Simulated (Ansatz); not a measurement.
# ClH3Si···NH3: what the fields show

Input file:

```
crystal:
  periodic: [false, false, false]
  atoms:
    - { symbol: Si, position_ang: [0.0, 0.0, 0.0] }
    - { symbol: Cl, position_ang: [0.0, 0.0, 2.48] }
    - { symbol: H, position_ang: [1.3768, 0.0, -0.4862] }
    - { symbol: H, position_ang: [-0.6877, 1.1914, -0.4862] }
    - { symbol: H, position_ang: [-0.6877, -1.1914, -0.4862] }
    - { symbol: "N", position_ang: [-2.0118, 0.0, 0.6685] }
    - { symbol: H, position_ang: [-2.7319, -0.6071, 0.1822] }
    - { symbol: H, position_ang: [-2.2977, 0.6071, 1.489] }
    - { symbol: H, position_ang: [-1.4105, 0.0, 1.8139] }
basis:
  gaussian: { orbitals: def2-SVP }
hamiltonian:
  xc: pbe0
  dispersion: d4
relax:
  f_tol: 0.15
  max_steps: 25
  restrain:
    - { distance: [0, 5], at: 3.02, k: 30.0 }
    - { distance: [8, 1], at: 2.57, k: 30.0 }
    - { distance: [0, 1], at: 2.13, k: 30.0 }
    - { distance: [8, 5], at: 1.06, k: 30.0 }
output:
  orbitals: {}
```

Command:

```sh
ansatz run input.yaml --threads 1 --pin off --max-ram 2048MiB --backend cpu --events-out ev --progress --plain --runs-dir out
```

The fields are those of the run's last geometry, not of the input's.

Not at a stationary point (largest force 0.7 eV/Å).

Level of theory: RKS PBE0-D4/def2-SVP (Ansatz).

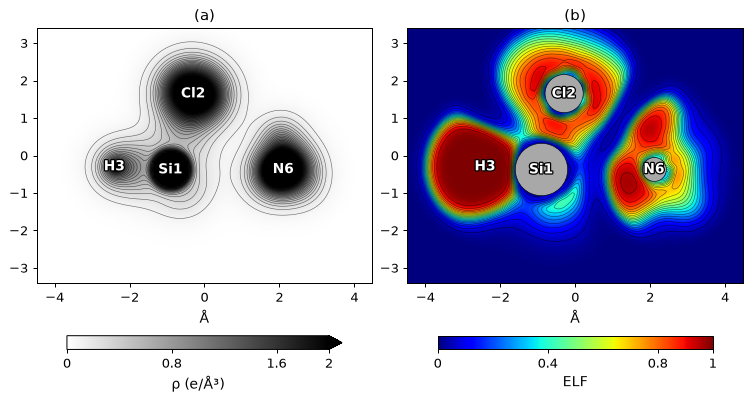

Figure 1. (a) total electron density; (b) electron localisation function on the plane of atoms Cl2, Si1 and H3. Grey discs cover the atomic cores in the ELF map.

Interpret the plot.

Atoms in the plane: Si, Cl, H and N.
Si1···N6 (3.01 Å): the density falls to about 0.09 e/Å³ on the way; the ELF is about 0.10 at the midpoint.
Si–Cl (2.12 Å): the density is about 0.77 e/Å³ at the midpoint; the ELF peaks at about 0.90 between the atoms (a shared but strongly polarised pair).
Si–H (1.50 Å): ρ at the midpoint is about 0.76 e/Å³; the ELF climbs to about 1 towards the hydrogen, as it does in any bond to H.
The ELF also peaks beside Cl2, away from the bonds: lone-pair regions.

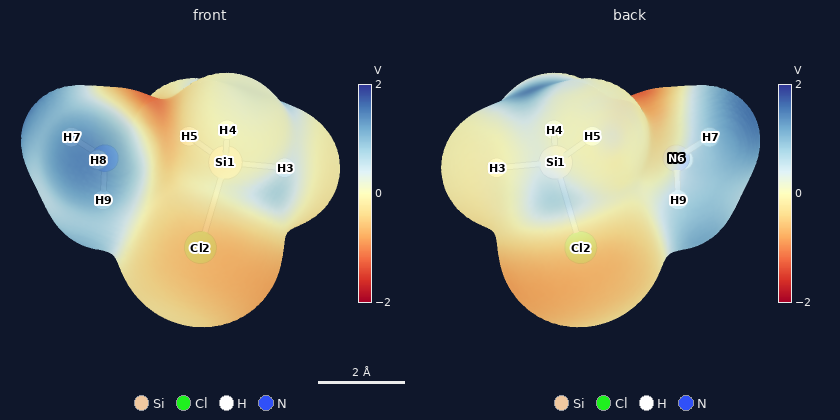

Figure 2. The molecular electrostatic potential painted on the density surface at 0.002 e/bohr³, seen from the front and from behind; red is negative and blue positive.

Describe the electrostatic potential map.

The most negative region (about −1.1 V, or −25 kcal/mol for a unit charge) lies over the gap between the two molecules, near Si1 and N6, the most positive (about +1.5 V, or +35 kcal/mol for a unit charge) over Si1, H7 and H8. N6 is the likeliest acceptor of a hydrogen bond.

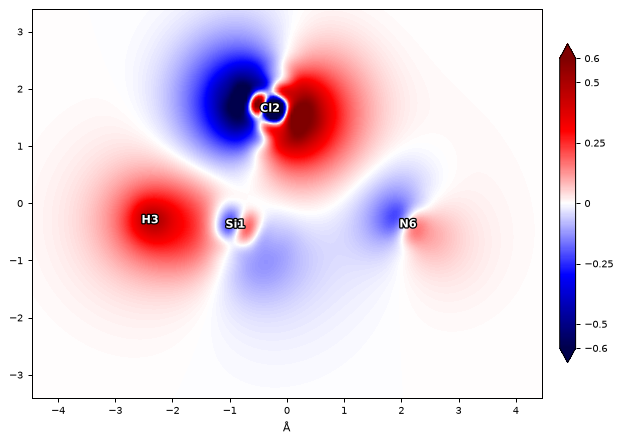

Figure 3. The HOMO−1 on the plane of atoms Cl2, Si1 and H3 (values in Å⁻³ᐟ²; the overall sign is arbitrary).

Describe this orbital and give its energy.

It lies mainly on Cl2 (about 70 %), Si1 (about 10 %) and H3 (about 10 %); largely a lone pair of Cl2. Its energy is −8.41 eV.
